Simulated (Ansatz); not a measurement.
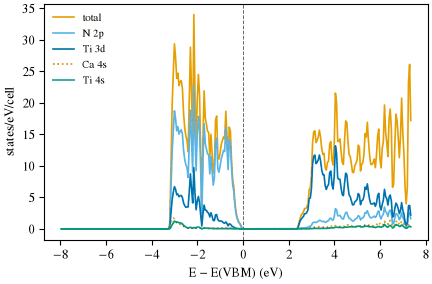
Fig. 1. Total and projected density of states of CaTiN$_{2}$ in space group Pna2_1 (No. 33; Ca on 4a, Ti on 4a, N on 4a, N on 4a), DFT-r²SCAN in the program Ansatz with PAW potentials

### Question
Which orbitals carry the states next to the gap?

### Answer
Top 1 eV of the valence band: N 2p 86 %, Ti 3d 6 %. Bottom 1 eV of the conduction band: Ti 3d 75 %, N 2p 7 %, outside the projected shells 14 %. Projections are on Löwdin-orthogonalised atomic valence shells; empty p or d shells of many metals are not among them.

### Question
Where is the tallest occupied peak in this window, and what makes it?

### Answer
Near -2.1 eV, about 34 states/eV per cell; the largest projected share is N 2p.

The start of the workflow was typed in or built on a structure type; neither database checked (COD, Materials Project) lists it. COD files the formula under space group No. 31, 59, so this cell is another polymorph or a model. Whether it is the stable phase at ambient conditions was not checked. The r²SCAN relaxation kept the symmetry of its start; its stability against distortions is not shown here. The workflow began spin-polarised and lost its moments.

Potentials: the earlier of the program's two PAW sets.
